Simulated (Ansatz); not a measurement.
# SiH (SMILES [SiH]) at U-revPBE/6-311G(d,p)

What is the electronic atomisation energy of SiH at U-revPBE/6-311G**? 

The results are computed with Ansatz 0.2.0.

66 further runs of the same task are left out: 2 that didn't finish, 64 set aside as unsound or not needed.

**1. Starting point**

SiH: 2 atoms, total charge 0, spin state doublet. As SMILES, `[SiH]`. The coordinates come from a GFN2-xTB relaxation.

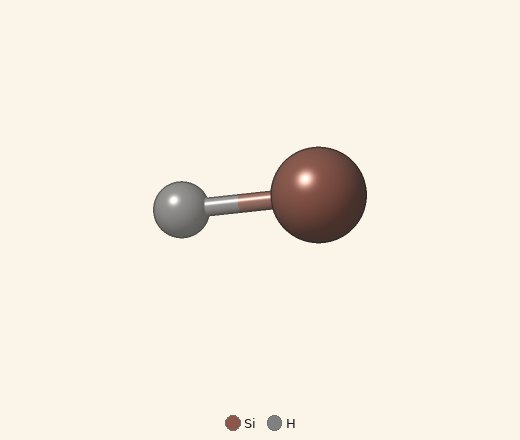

Viewed from a chosen angle; silicon brown, hydrogen grey.

**2. A single-point energy at U-revPBE/6-311G(d,p)**

The input, molecule.yaml:

```yaml
crystal:
  periodic: [false, false, false]
  atoms:
    - {symbol: Si, position_ang: [0.000000, 0.000000, 0.000000]}
    - {symbol: H, position_ang: [0.000000, 0.000000, 1.516560]}
basis:
  gaussian: {orbitals: 6-311G_st__st_-spherical.json}
magnetization: {spin_polarized: true, initial_magnetization: 1}
hamiltonian: {xc: {name: revPBE}}
accuracy: high
```

The basis set 6-311G** is read from a file made from the Basis Set Exchange's data (not shown).

Started as:

```sh
$ ansatz run molecule.yaml --threads 1 --pin off --max-ram 2610MiB --events-out events.jsonl --progress --plain --runs-dir runs
```

What it wrote:

```text
Warning: RAYON_NUM_THREADS=1 ignored (pool sized by the plan → 1); use --threads N
Functional definition: revPBE
  name "revPBE"
  parameter kappa = 1.245
  parameter beta = 0.06672455060314922
  exchange = pbe_x(kappa = kappa, mu = beta*pi^2/3)
  correlation = pbe_c(beta = beta)
456 factors; integrals over basis functions are off by at most 4.1e-9 eV
mean field evaluation 1: about -7888.9581 eV, gradient 7.5e0 eV
mean field evaluation 2: about -7889.1938 eV, gradient 5.0e0 eV
mean field evaluation 4: about -7889.4448 eV, gradient 2.9e-1 eV
mean field evaluation 8: about -7889.4427 eV, gradient 3.9e-3 eV
mean field evaluation 16: about -7889.4427 eV, gradient 9.9e-7 eV
mean field evaluation 32: about -7888.3730 eV, gradient 4.5e0 eV
mean field -7889.44268617 eV, -289.9316710606 hartree, gradient 3.4e-8 eV, S^2 0.753260; 2 other end points of the search recorded, 0 dependent functions left out
reference -7889.44268932 eV, -289.9316711760 hartree; 8, 7 occupied and 24, 25 virtual orbitals, 456 factors
Total energy: -7889.44268932 eV, -289.9316711760 hartree
```

Wall time 1.3 s (1 thread of Arm Neoverse V2, shared host); peak memory 0.095 GiB.

**3. The H atom**

The input, job.yaml:

```yaml
crystal:
  periodic: [false, false, false]
  atoms:
    - symbol: H
      position_ang: [0.000000, 0.000000, 0.000000]
basis:
  gaussian:
    orbitals: 6-311G_st__st_.json
total_charge: 0
magnetization:
  spin_polarized: true
  initial_magnetization: 1
hamiltonian:
  xc: {name: revPBE}
accuracy: high
```

The basis set 6-311G** is read from a file made from the Basis Set Exchange's data (not shown).

Run the same way, it converges to -0.50413 Eh (log not shown).

**4. The Si atom, same level**

The input, job.yaml:

```yaml
crystal:
  periodic: [false, false, false]
  atoms:
    - {symbol: Si, position_ang: [0.000000, 0.000000, 0.000000]}
basis:
  gaussian:
    orbitals: 6-311G_st__st_-spherical.json
accuracy: high
hamiltonian:
  xc: {name: revPBE}
total_charge: 0
magnetization:
  spin_polarized: true
  initial_magnetization: 2
```

The basis set 6-311G** is read from a file made from the Basis Set Exchange's data (not shown).

Run the same way, it converges to -289.31664 Eh (log not shown).

**5. Outcome**

Level: U-revPBE/6-311G**.

| quantity | value |
| --- | --- |
| molecule: total energy | -289.93167 Eh |
| molecule: ⟨S²⟩ | 0.753 |
| H atom: total energy | -0.50413 Eh |
| H atom: ⟨S²⟩ | 0.750 |
| Si atom: total energy | -289.31664 Eh |
| Si atom: ⟨S²⟩ | 2.002 |
| electronic atomisation energy | 3.018 eV |

What this shows: Taking the molecule apart into free atoms costs 3.02 eV (291 kJ/mol), before zero-point energy and without spin-orbit coupling.
